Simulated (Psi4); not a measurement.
## COS: molecular dynamics (part 2 of 2)

The same run, continued: COS, SMILES O=C=S; r2SCAN/6-31+G*, RKS (Psi4 1.11). The geometry comes from this level: PBE0-D4/def2-TZVP.

**Trajectory as extended XYZ, continued**
```
3
Properties=species:S:1:pos:R:3:forces:R:3 step=3 energy=-13917.03592
O     0.9153    0.6891    0.5886    2.4040   1.7638   1.4981
C     0.1141    0.0745    0.0618   -2.6959  -1.9224  -1.6228
S    -1.0219   -0.7596   -0.6467    0.3284   0.1828   0.1448
3
Properties=species:S:1:pos:R:3:forces:R:3 step=4 energy=-13917.02521
O     0.9138    0.6912    0.5912    2.5753   1.8903   1.6062
C     0.1190    0.0747    0.0614   -3.0429  -2.1590  -1.8211
S    -1.0230   -0.7607   -0.6479    0.5028   0.2909   0.2331
3
Properties=species:S:1:pos:R:3:forces:R:3 step=5 energy=-13917.01859
O     0.9126    0.6935    0.5940    2.6251   1.9247   1.6356
C     0.1232    0.0745    0.0607   -3.2422  -2.2840  -1.9241
S    -1.0240   -0.7618   -0.6490    0.6513   0.3797   0.3051
3
Properties=species:S:1:pos:R:3:forces:R:3 step=6 energy=-13917.01715
O     0.9119    0.6961    0.5970    2.5487   1.8605   1.5801
C     0.1268    0.0738    0.0596   -3.2892  -2.2912  -1.9259
S    -1.0249   -0.7628   -0.6501    0.7739   0.4497   0.3611
3
Properties=species:S:1:pos:R:3:forces:R:3 step=7 energy=-13917.02082
O     0.9115    0.6990    0.6003    2.3516   1.6988   1.4399
C     0.1297    0.0727    0.0581   -3.1904  -2.1827  -1.8278
S    -1.0258   -0.7639   -0.6512    0.8718   0.5017   0.4018
3
Properties=species:S:1:pos:R:3:forces:R:3 step=8 energy=-13917.02847
O     0.9114    0.7022    0.6038    2.0481   1.4482   1.2222
C     0.1320    0.0711    0.0563   -2.9617  -1.9685  -1.6379
S    -1.0267   -0.7648   -0.6523    0.9464   0.5370   0.4285
3
Properties=species:S:1:pos:R:3:forces:R:3 step=9 energy=-13917.03811
O     0.9117    0.7056    0.6075    1.6596   1.1236   0.9393
C     0.1337    0.0691    0.0541   -2.6264  -1.6652  -1.3700
S    -1.0274   -0.7658   -0.6533    0.9995   0.5572   0.4425
3
Properties=species:S:1:pos:R:3:forces:R:3 step=10 energy=-13917.04745
O     0.9122    0.7091    0.6114    1.2111   0.7442   0.6076
C     0.1348    0.0668    0.0516   -2.2121  -1.2935  -1.0420
S    -1.0281   -0.7667   -0.6543    1.0336   0.5642   0.4454
3
Properties=species:S:1:pos:R:3:forces:R:3 step=11 energy=-13917.05429
O     0.9129    0.7128    0.6153    0.7292   0.3306   0.2449
C     0.1355    0.0642    0.0490   -1.7476  -0.8762  -0.6733
S    -1.0287   -0.7676   -0.6553    1.0510   0.5598   0.4388
3
Properties=species:S:1:pos:R:3:forces:R:3 step=12 energy=-13917.05693
O     0.9137    0.7165    0.6193    0.2385  -0.0969  -0.1313
C     0.1359    0.0615    0.0462   -1.2606  -0.4357  -0.2835
S    -1.0293   -0.7684   -0.6562    1.0547   0.5465   0.4248
3
Properties=species:S:1:pos:R:3:forces:R:3 step=13 energy=-13917.05440
O     0.9146    0.7202    0.6232   -0.2396  -0.5202  -0.5049
C     0.1360    0.0586    0.0433   -0.7758   0.0071   0.1092
S    -1.0297   -0.7692   -0.6571    1.0478   0.5264   0.4051
3
Properties=species:S:1:pos:R:3:forces:R:3 step=14 energy=-13917.04656
O     0.9154    0.7238    0.6271   -0.6881  -0.9242  -0.8627
C     0.1359    0.0558    0.0405   -0.3135   0.4344   0.4891
S    -1.0301   -0.7699   -0.6580    1.0336   0.5020   0.3820
3
Properties=species:S:1:pos:R:3:forces:R:3 step=15 energy=-13917.03404
O     0.9161    0.7273    0.6308   -1.0945  -1.2968  -1.1939
C     0.1358    0.0530    0.0377    0.1103   0.8321   0.8437
S    -1.0304   -0.7706   -0.6588    1.0155   0.4758   0.3575
3
Properties=species:S:1:pos:R:3:forces:R:3 step=16 energy=-13917.01803
O     0.9166    0.7306    0.6344   -1.4502  -1.6297  -1.4909
C     0.1357    0.0505    0.0352    0.4841   1.1896   1.1635
S    -1.0307   -0.7713   -0.6596    0.9968   0.4501   0.3337
3
Properties=species:S:1:pos:R:3:forces:R:3 step=17 energy=-13917.00012
O     0.9169    0.7336    0.6377   -1.7502  -1.9170  -1.7483
C     0.1357    0.0481    0.0328    0.7998   1.4991   1.4416
S    -1.0308   -0.7719   -0.6604    0.9808   0.4273   0.3125
3
Properties=species:S:1:pos:R:3:forces:R:3 step=18 energy=-13916.98201
O     0.9170    0.7364    0.6407   -1.9920  -2.1555  -1.9631
C     0.1359    0.0461    0.0308    1.0520   1.7552   1.6730
S    -1.0309   -0.7725   -0.6612    0.9705   0.4094   0.2955
3
Properties=species:S:1:pos:R:3:forces:R:3 step=19 energy=-13916.96539
O     0.9167    0.7388    0.6435   -2.1752  -2.3435  -2.1335
C     0.1362    0.0444    0.0291    1.2375   1.9542   1.8543
S    -1.0309   -0.7731   -0.6619    0.9682   0.3981   0.2843
3
Properties=species:S:1:pos:R:3:forces:R:3 step=20 energy=-13916.95169
O     0.9162    0.7409    0.6460   -2.3003  -2.4803  -2.2588
C     0.1368    0.0431    0.0277    1.3548   2.0940   1.9836
S    -1.0309   -0.7737   -0.6626    0.9759   0.3947   0.2800
3
Properties=species:S:1:pos:R:3:forces:R:3 step=21 energy=-13916.94201
O     0.9152    0.7425    0.6481   -2.3681  -2.5657  -2.3386
C     0.1377    0.0422    0.0268    1.4036   2.1738   2.0598
S    -1.0307   -0.7742   -0.6633    0.9949   0.4000   0.2832
3
Properties=species:S:1:pos:R:3:forces:R:3 step=22 energy=-13916.93700
O     0.9140    0.7439    0.6498   -2.3799  -2.5998  -2.3728
C     0.1389    0.0418    0.0263    1.3844   2.1931   2.0826
S    -1.0305   -0.7747   -0.6640    1.0256   0.4144   0.2942
3
Properties=species:S:1:pos:R:3:forces:R:3 step=23 energy=-13916.93683
O     0.9123    0.7448    0.6512   -2.3364  -2.5825  -2.3612
C     0.1403    0.0418    0.0262    1.2985   2.1522   2.0519
S    -1.0302   -0.7751   -0.6647    1.0678   0.4376   0.3128
3
Properties=species:S:1:pos:R:3:forces:R:3 step=24 energy=-13916.94122
O     0.9103    0.7453    0.6523   -2.2384  -2.5139  -2.3035
C     0.1420    0.0422    0.0265    1.1476   2.0516   1.9681
S    -1.0299   -0.7756   -0.6653    1.1205   0.4690   0.3385
3
Properties=species:S:1:pos:R:3:forces:R:3 step=25 energy=-13916.94941
O     0.9080    0.7454    0.6530   -2.0865  -2.3937  -2.1997
C     0.1440    0.0430    0.0272    0.9342   1.8927   1.8321
S    -1.0294   -0.7759   -0.6659    1.1819   0.5073   0.3703
3
Properties=species:S:1:pos:R:3:forces:R:3 step=26 energy=-13916.96027
O     0.9053    0.7452    0.6533   -1.8816  -2.2222  -2.0498
C     0.1461    0.0443    0.0282    0.6612   1.6770   1.6451
S    -1.0289   -0.7763   -0.6665    1.2498   0.5510   0.4069
3
Properties=species:S:1:pos:R:3:forces:R:3 step=27 energy=-13916.97239
O     0.9024    0.7447    0.6534   -1.6248  -2.0000  -1.8541
C     0.1483    0.0458    0.0296    0.3329   1.4072   1.4094
S    -1.0283   -0.7766   -0.6670    1.3214   0.5983   0.4466
3
Properties=species:S:1:pos:R:3:forces:R:3 step=28 energy=-13916.98421
O     0.8992    0.7438    0.6531   -1.3183  -1.7288  -1.6142
C     0.1507    0.0477    0.0313   -0.0453   1.0873   1.1282
S    -1.0276   -0.7769   -0.6676    1.3936   0.6470   0.4878
3
Properties=species:S:1:pos:R:3:forces:R:3 step=29 energy=-13916.99420
O     0.8958    0.7427    0.6527   -0.9663  -1.4120  -1.3329
C     0.1530    0.0497    0.0332   -0.4664   0.7229   0.8065
S    -1.0267   -0.7771   -0.6680    1.4634   0.6950   0.5286
3
Properties=species:S:1:pos:R:3:forces:R:3 step=30 energy=-13917.00104
O     0.8923    0.7414    0.6520   -0.5751  -1.0554  -1.0155
C     0.1552    0.0519    0.0353   -0.9210   0.3218   0.4511
S    -1.0258   -0.7772   -0.6685    1.5276   0.7402   0.5671
3
Properties=species:S:1:pos:R:3:forces:R:3 step=31 energy=-13917.00381
O     0.8887    0.7399    0.6512   -0.1539  -0.6678  -0.6698
C     0.1572    0.0542    0.0374   -1.3971  -0.1054   0.0713
S    -1.0247   -0.7774   -0.6689    1.5831   0.7802   0.6016
3
Properties=species:S:1:pos:R:3:forces:R:3 step=32 energy=-13917.00219
O     0.8850    0.7383    0.6502    0.2848  -0.2610  -0.3062
C     0.1589    0.0564    0.0396   -1.8795  -0.5449  -0.3205
S    -1.0236   -0.7774   -0.6692    1.6271   0.8132   0.6302
3
Properties=species:S:1:pos:R:3:forces:R:3 step=33 energy=-13916.99657
O     0.8814    0.7367    0.6493    0.7252   0.1500   0.0615
C     0.1603    0.0586    0.0417   -2.3496  -0.9795  -0.7092
S    -1.0223   -0.7774   -0.6695    1.6571   0.8373   0.6514
3
Properties=species:S:1:pos:R:3:forces:R:3 step=34 energy=-13916.98807
O     0.8779    0.7351    0.6483    1.1485   0.5469   0.4172
C     0.1612    0.0605    0.0437   -2.7862  -1.3894  -1.0767
S    -1.0209   -0.7773   -0.6698    1.6707   0.8506   0.6637
3
Properties=species:S:1:pos:R:3:forces:R:3 step=35 energy=-13916.97844
O     0.8746    0.7335    0.6474    1.5338   0.9096   0.7426
C     0.1615    0.0622    0.0454   -3.1662  -1.7527  -1.4036
S    -1.0193   -0.7772   -0.6700    1.6659   0.8516   0.6656
3
Properties=species:S:1:pos:R:3:forces:R:3 step=36 energy=-13916.96982
O     0.8715    0.7322    0.6466    1.8598   1.2176   1.0192
C     0.1612    0.0635    0.0469   -3.4667  -2.0475  -1.6702
S    -1.0177   -0.7770   -0.6702    1.6408   0.8389   0.6559
3
Properties=species:S:1:pos:R:3:forces:R:3 step=37 energy=-13916.96435
O     0.8687    0.7310    0.6460    2.1068   1.4521   1.2302
C     0.1602    0.0644    0.0480   -3.6665  -2.2538  -1.8583
S    -1.0159   -0.7767   -0.6703    1.5938   0.8110   0.6334
3
Properties=species:S:1:pos:R:3:forces:R:3 step=38 energy=-13916.96377
O     0.8662    0.7300    0.6455    2.2594   1.5984   1.3623
C     0.1585    0.0648    0.0488   -3.7483  -2.3554  -1.9535
S    -1.0140   -0.7764   -0.6703    1.5233   0.7668   0.5969
3
Properties=species:S:1:pos:R:3:forces:R:3 step=39 energy=-13916.96903
O     0.8641    0.7292    0.6453    2.3082   1.6480   1.4077
C     0.1560    0.0648    0.0491   -3.7014  -2.3426  -1.9469
S    -1.0120   -0.7760   -0.6703    1.4281   0.7051   0.5455
3
Properties=species:S:1:pos:R:3:forces:R:3 step=40 energy=-13916.98003
O     0.8623    0.7287    0.6453    2.2512   1.5993   1.3651
C     0.1527    0.0643    0.0491   -3.5227  -2.2128  -1.8362
S    -1.0099   -0.7756   -0.6703    1.3070   0.6249   0.4784
```

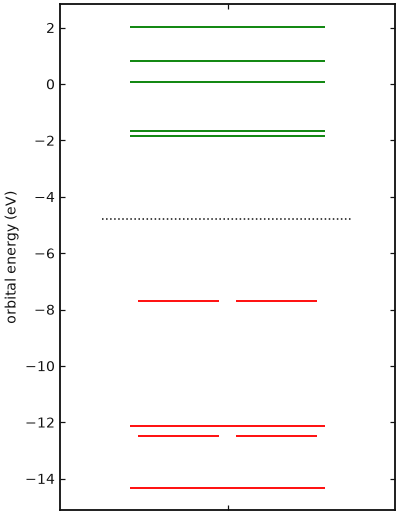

Orbital energies near the frontier; the dotted line parts filled from empty levels, and levels within 0.02 eV of each other stand side by side. Highest filled −7.69 eV, lowest empty −1.86 eV, 5.83 eV apart.

The run was set up as follows.

**The input (run_ase.py)**
```python
import numpy as np
from ase.calculators.psi4 import Psi4
from ase.io import read
from ase import units
from ase.md.velocitydistribution import MaxwellBoltzmannDistribution, Stationary
from ase.md.verlet import VelocityVerlet

a = read('cos.xyz')
calc = Psi4(atoms=a, method='r2scan', basis='6-31+G*', memory='1600MB', num_threads=1, charge=0, multiplicity=1, label='calc')
a.calc = calc

MaxwellBoltzmannDistribution(a, temperature_K=300.0, rng=np.random.default_rng(590))
Stationary(a)
dyn = VelocityVerlet(a, 0.5 * units.fs)
def show():
    ep, ek = a.get_potential_energy(), a.get_kinetic_energy()
    print(f'step {dyn.nsteps:3d}  Epot {ep:14.6f}  Ekin {ek:9.6f}  Etot {ep + ek:14.6f} eV  T {a.get_temperature():7.1f} K')
dyn.attach(show)
dyn.run(40)
```

**File cos.xyz**
```
3
COS
O      0.921990     0.684410     0.582150
C      0.096740     0.071800     0.061080
S     -1.018720    -0.756210    -0.643230
```

Launch command:
```bash
python run_ase.py
```

**Results in brief**

```tsv
quantity	value
outcome	finished
trajectory	41 frames kept
potential energy (last step)	−511.439583 hartree
basis functions (last step)	61
HOMO (last step)	−7.69 eV
LUMO (last step)	−1.86 eV
dipole moment (last step)	0.36 D
hardware	1 thread of INTEL XEON PLATINUM @ 2.10GHz (Emerald Rapids), 24 GiB of memory available, shared host
wall time	2.3 min
peak memory	0.91 GiB
```
